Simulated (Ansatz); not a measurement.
**C₂H₆MoOS₂: inputs that go wrong**

Aim: try 4 inputs for C₂H₆MoOS₂ as typed, read how each ends, and find what has to change.

Method: the settings change from run to run; program: Ansatz 0.2.0, Gaussian basis.

1 further run of the same task is left out (for a known fault of the program). Runs told in other sessions of the task aren't counted.

### 1 The geometry

The geometry comes from an earlier relaxation with PBE0-D4 in a triple-zeta def2 set; it is a stationary point, not always the lowest conformer. Mo takes a core potential in def2 sets; no spin-orbit term is included.

SMILES `C[O][Mo]([CH3])(=[S])=[S]`, 12 atoms, charge 0, spin multiplicity 1.

Atoms are counted from 1 here; the program's logs count them from 0.

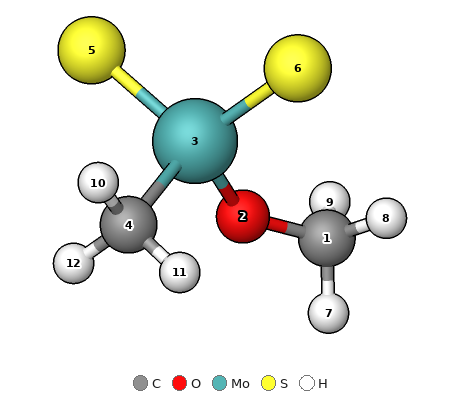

The structure; carbon grey, oxygen red, molybdenum teal, sulfur yellow, hydrogen white; atoms are numbered from 1 in the order of the file.

### 2 Input 1

File in.yaml:

```yaml
crystal:
  periodic: [false, false, false]
  atoms:
    - {symbol: C, position_ang: [-0.583800, -0.362038, 1.468268]}
    - {symbol: O, position_ang: [0.054848, -0.137785, 0.776648]}
    - {symbol: Mo, position_ang: [0.120028, 0.597584, -0.267781]}
    - {symbol: C, position_ang: [0.611981, -0.234321, -1.376203]}
    - {symbol: S, position_ang: [1.137593, 1.673613, -0.143625]}
    - {symbol: S, position_ang: [-1.158168, 0.968055, -0.704097]}
    - {symbol: H, position_ang: [-0.454699, -1.159285, 1.394749]}
    - {symbol: H, position_ang: [-1.118081, -0.334623, 1.226230]}
    - {symbol: H, position_ang: [-0.473296, -0.007899, 2.101751]}
    - {symbol: H, position_ang: [0.680686, 0.151485, -2.016015]}
    - {symbol: H, position_ang: [0.108028, -0.799578, -1.487024]}
    - {symbol: H, position_ang: [1.110046, -0.520028, -1.012827]}
basis:
  gaussian: {orbitals: def2-SVP}
hamiltonian: {xc: {name: HF}}
correlation: {method: rpa}
```

On the command line:

```
> ansatz run in.yaml --threads 4 --pin off --events-out ev --progress --plain --max-ram 11315MiB
```

What it wrote:

```text
Functional definition: HF
  name "HF"
  cite "Fock, Z. Phys. 61, 126 (1930) doi:10.1007/BF01340294"
  parent pbe
  exchange = exact_x
  correlation = 0
1363 factors; integrals over basis functions are off by at most 8.5e-4 eV
mean field evaluation 1: about -27527.3922 eV, gradient 7.3e1 eV
mean field evaluation 2: about -27527.4299 eV, gradient 7.3e1 eV
mean field evaluation 4: about -27537.6122 eV, gradient 1.1e1 eV
mean field evaluation 8: about -27537.8566 eV, gradient 3.9e-1 eV
mean field evaluation 16: about -27537.7079 eV, gradient 5.9e0 eV
mean field -27537.85841132 eV, -1011.9976307853 hartree, gradient 3.5e-6 eV, S^2 0.000000; 2 other end points of the search recorded, 0 dependent functions left out
13 core orbitals not correlated: weight in the atoms' cores, before any rotation towards them, 1.000 or more for the frozen orbitals, at most 0.000 for the correlated occupied ones
reference -27537.85841132 eV, -1011.9976307853 hartree; 23, 23 occupied and 103, 103 virtual orbitals, 1363 factors
Total energy: -27571.52356331 eV, -1013.2348023018 hartree
```

Run time: 1.6 s. Hardware: 4 threads of AMD EPYC 9R45, shared host; peak memory 0.35 GiB.

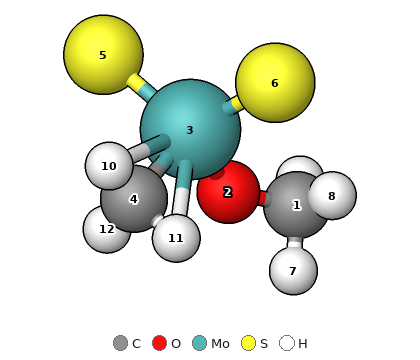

The geometry of this input.

What is wrong: It ended without an error, which proves nothing about the input. The geometry is squeezed well below its size. The shortest distance is 0.59 Å (C1–H8), against 1.09 Å in the relaxed molecule. Its energy is no property of the relaxed molecule. Fix: use the relaxed coordinates.

### 3 Input 2

File in.yaml:

```yaml
crystal:
  periodic: [false, false, false]
  atoms:
    - {symbol: C, position_ang: [-0.723201, -0.621358, 2.112466]}
    - {symbol: O, position_ang: [0.096254, -0.309727, 1.025369]}
    - {symbol: Mo, position_ang: [0.285588, 0.928399, -0.437271]}
    - {symbol: C, position_ang: [0.930776, -0.306031, -1.908397]}
    - {symbol: S, position_ang: [1.595183, 2.449244, -0.131126]}
    - {symbol: S, position_ang: [-1.586027, 1.672530, -0.907529]}
    - {symbol: H, position_ang: [-0.811214, -1.599051, 2.150097]}
    - {symbol: H, position_ang: [-1.871660, -0.495225, 1.749316]}
    - {symbol: H, position_ang: [-0.789311, -0.080249, 3.023927]}
    - {symbol: H, position_ang: [1.056281, 0.196951, -2.812599]}
    - {symbol: H, position_ang: [0.244878, -1.290319, -2.024303]}
    - {symbol: H, position_ang: [1.828254, -0.790454, -1.579163]}
basis:
  gaussian: {orbitals: "6-311G**", point_charges: [{charge: 0.50, position_ang: [6.720, 0.320, -0.569]}]}
hamiltonian: {xc: {name: PBE0}}
output: {forces: true}
```

The command is unchanged.

What it wrote:

```text
Error: <dir> can't be read: No such file or directory (os error 2)
```

It took 0.05 s on 4 threads of AMD EPYC 9R45, shared host.

**Diagnosis.** Nothing was computed: the input was turned down at the start. The line that matters: «<dir> can't be read: No such file or directory (os error 2)» The program finds no basis under the name given. Remedy: name a listed orbital basis. Its coordinates are also moved off the relaxed structure.

### 4 Input 3

File in.yaml:

```yaml
crystal:
  periodic: [false, false, false]
  atoms:
    - {symbol: C, position_ang: [-0.873033, -0.658647, 1.906621]}
    - {symbol: O, position_ang: [-0.045828, -0.238535, 1.033075]}
    - {symbol: Mo, position_ang: [0.239040, 0.790149, -0.222269]}
    - {symbol: C, position_ang: [0.852590, -0.320690, -1.970703]}
    - {symbol: S, position_ang: [1.627363, 2.602883, -0.168971]}
    - {symbol: S, position_ang: [-1.725511, 1.709359, -1.034932]}
    - {symbol: H, position_ang: [-0.538269, -1.561938, 2.529792]}
    - {symbol: H, position_ang: [-1.825667, -0.440839, 1.745487]}
    - {symbol: H, position_ang: [-0.761834, 0.088583, 2.913088]}
    - {symbol: H, position_ang: [0.998566, 0.161333, -3.019081]}
    - {symbol: H, position_ang: [0.085063, -1.227777, -2.142921]}
    - {symbol: H, position_ang: [1.834028, -0.770214, -1.697771]}
basis:
  gaussian: {orbitals: def2-TZVPP}
hamiltonian: {xc: {name: SPW92}}
relax: {f_tol: 0.0001, max_steps: 2}
```

The command is unchanged.

What it wrote:

```text
Functional definition: SPW92
  name "SPW92"
  cite "Dirac, Proc. Camb. Phil. Soc. 26, 376 (1930) doi:10.1017/S0305004100016108"
  cite "Slater, Phys. Rev. 81, 385 (1951) doi:10.1103/PhysRev.81.385"
  cite "Perdew & Wang, Phys. Rev. B 45, 13244 (1992) doi:10.1103/PhysRevB.45.13244"
  exchange = slater_x
  correlation = pw_c
1732 factors; their error is unknown
mean field evaluation 1: about -27618.3019 eV, gradient 9.2e1 eV
mean field evaluation 2: about -27492.8710 eV, gradient 2.4e2 eV
mean field evaluation 4: about -27628.0320 eV, gradient 6.2e1 eV
mean field evaluation 8: about -27636.3831 eV, gradient 1.1e1 eV
mean field evaluation 16: about -27636.5945 eV, gradient 8.3e-2 eV
mean field -27636.59455497 eV, -1015.6261171387 hartree, gradient 2.6e-5 eV, S^2 0.000000; 0 other end points of the search recorded, 0 dependent functions left out
the calculation of the forces begins
reference -27636.59461364 eV, -1015.6261192947 hartree; 36, 36 occupied and 281, 281 virtual orbitals, 1732 factors
relax step   1: F+E_penalty+E_count = -27636.59455497 eV  Δ(F+E_penalty+E_count) = +0.000e0 eV  max|allowed force component| = 1.047e1 eV/Å  Δτ_max = 0.0000 Å  (38 SCF iters, accepted)
these checks for a lower state are left out or cut short: starts, cluster_reference, orbital_swaps, neighbouring_geometries, increment
1732 factors; their error is unknown
mean field evaluation 32: about -27639.4108 eV, gradient 7.3e-3 eV
mean field -27639.41081004 eV, -1015.7296126035 hartree, gradient 1.6e-5 eV, S^2 0.000000; 0 other end points of the search recorded, 0 dependent functions left out
the calculation of the forces begins
reference -27639.41086679 eV, -1015.7296146888 hartree; 36, 36 occupied and 281, 281 virtual orbitals, 1732 factors
relax step   2: F+E_penalty+E_count = -27639.41081004 eV  Δ(F+E_penalty+E_count) = -2.816e0 eV  max|allowed force component| = 3.902e0 eV/Å  Δτ_max = 0.1930 Å  (43 SCF iters, accepted)
Error: geometry relaxation did not converge after 2 steps: max|allowed force component| = 3.90e0 eV/Å (threshold 1.0e-4). Raise `relax.max_steps` over both its present limit and 2, loosen `relax.f_tol`, or start from a geometry closer to equilibrium. Where this run's directory can be resumed (`checkpoint.write`), a resume goes on for up to `relax.max_steps` more
```

Run time: 3.4 s. Hardware: 4 threads of AMD EPYC 9R45, shared host; peak memory 0.56 GiB.

**Diagnosis.** It stopped unconverged. The relaxation is allowed too few steps for its threshold. The start was also shaken off the relaxed geometry, so there is far to go. Fix: raise relax.max_steps.

### 5 Input 4

File in.yaml:

```yaml
crystal:
  periodic: [false, false, false]
  atoms:
    - {symbol: C, position_ang: [-0.834001, -0.603396, 2.097526]}
    - {symbol: O, position_ang: [0.078354, -0.196835, 1.109498]}
    - {symbol: Mo, position_ang: [0.200046, 0.853691, -0.382544]}
    - {symbol: C, position_ang: [0.874258, -0.334745, -1.966005]}
    - {symbol: S, position_ang: [1.625132, 2.390875, -0.205179]}
    - {symbol: S, position_ang: [-1.654526, 1.613425, -1.005853]}
    - {symbol: H, position_ang: [-0.649570, -1.656122, 2.324582]}
    - {symbol: H, position_ang: [-1.863469, -0.478032, 1.751758]}
    - {symbol: H, position_ang: [-0.676137, -0.011285, 3.002502]}
    - {symbol: H, position_ang: [0.972409, 0.252475, -2.880021]}
    - {symbol: H, position_ang: [0.154325, -1.142254, -2.124319]}
    - {symbol: H, position_ang: [1.850077, -0.742898, -1.688045]}
basis:
  gaussian: {orbitals: def2-SVP}
hamiltonian: {xc: {name: PBE}}
correlation: {method: rpa}
md: {timestep: 0.5 fs, n_steps: 30, ensemble: nvt_nose_hoover, temperature: 300, initial_velocities: maxwell_boltzmann, seed: 633}
```

Launched as before.

What it wrote:

```text
Error: forces are implemented only for Hartree–Fock and Kohn–Sham states of molecules, for MP2, coupled cluster and FCI on these and for active spaces without a correction or with SC-NEVPT2: ask for no forces
```

Run time: 0.05 s. Hardware: 4 threads of AMD EPYC 9R45, shared host.

**Diagnosis.** Refused before any calculation. The last message tells what the program can't do with this input.

### 6 Summary

```tsv
input	level	ended	cause	time
1	RPA/def2-SVP	converged	the geometry is squeezed well below its size	1.6 s
2	PBE0/6-311G**	refused	the program finds no basis under the name given	0.05 s
3	SPW92/def2-TZVPP	not converged	the relaxation is allowed too few steps for its threshold	3.4 s
4	RPA/def2-SVP	refused	see the message	0.05 s
```

In words: 1 converged, 2 refused, 1 not converged. A refusal costs next to no computing time. The dangerous case is the input that converges on a wrong geometry, charge, spin, basis or grid: often only a look at the input shows it.
